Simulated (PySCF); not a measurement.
```xyz
13

C     3.5516    0.5277   -1.3821
C     2.6239    0.4584   -0.5964
Si    1.3315   -0.1068    0.5820
Si   -0.2388   -1.7641   -0.0983
Si   -1.8432   -0.0892   -0.5475
Si   -0.3985    1.5800    0.3484
Cl   -0.9924    2.1442    2.2343
H     1.9357   -0.3052    1.9131
H    -0.6634   -2.7440    0.9160
H     0.1466   -2.6134   -1.2312
H    -3.1675   -0.1496    0.0840
H    -2.1477    0.1864   -1.9570
H    -0.1422    2.8761   -0.2832
```

Geometry: GFN2-xTB.

The calculation used PySCF, UKS B3LYP, pcH-1 on C Cl H Si, non-relativistic, mean-field spin-orbit, GIAO.

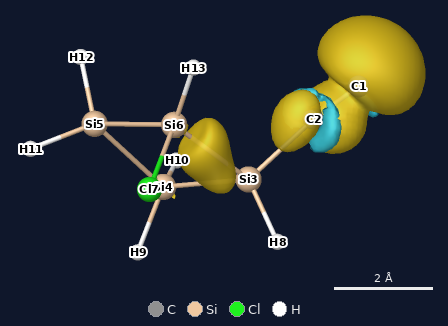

C2H6ClSi4 (doublet). Isosurfaces of the spin density (α minus β) at +0.02 (yellow) and −0.02 e/Å³ (cyan), seen from one side.

**Which atoms carry the spin?**

The unpaired spin (1 electron) lies mostly on C1 (about 0.7) and C2 (about 0.2), in electrons by Hirshfeld's partition.
